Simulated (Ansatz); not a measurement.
```xyz
4

F     1.244    0.661   -0.450
Si   -0.072   -0.255   -0.289
H    -1.247    0.646   -0.213
H     0.076   -1.051    0.953
```

Where will the first 2 clear peaks of this molecule's radial distribution curve from gas electron diffraction lie, and which pairs make them?

Peak 1, 1.60 Å: Si–H 1.48 Å (×2), Si–F 1.61 Å, not resolved
Peak 2, 2.50 Å: F···H 2.50 Å (×2)

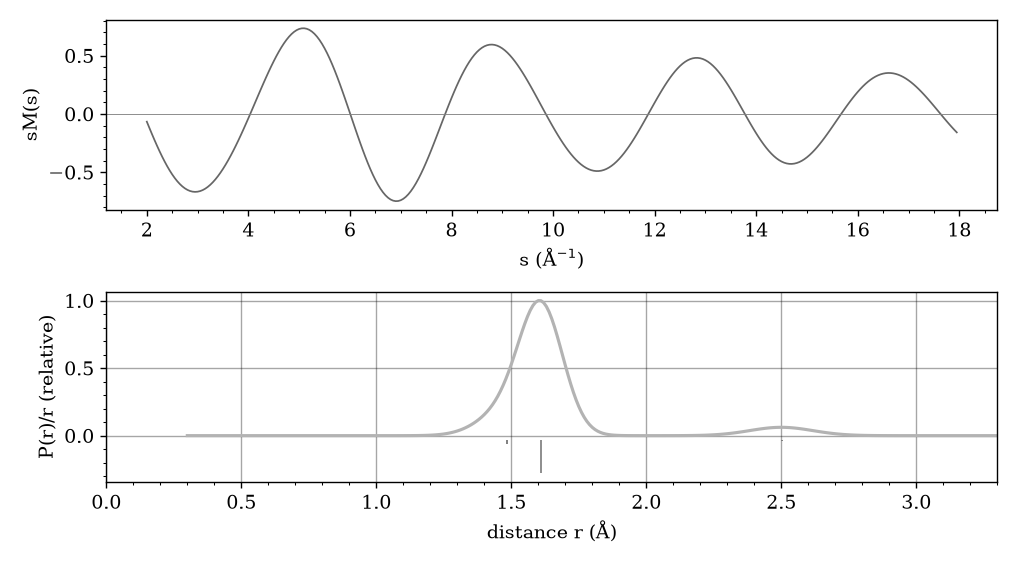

Simulated gas electron diffraction: reduced molecular intensity sM(s) from the Debye equation in the first Born approximation (top) and the radial distribution curve (bottom) of FH₂Si (spin multiplicity 2). Each pair of atoms contributes with weight ZᵢZⱼ/r (bars below the curve); damping constant 0.002 Å²; vibrational amplitudes assumed, not computed: 0.05 Å for bonds, 0.078 Å for bonds to H, 0.06 + 0.015 r up to 0.15 Å for other pairs. The geometry is the end point of an optimisation (UKS CAM-B3LYP-D4/def2-mTZVP in Ansatz); it may be a saddle point or a higher isomer.
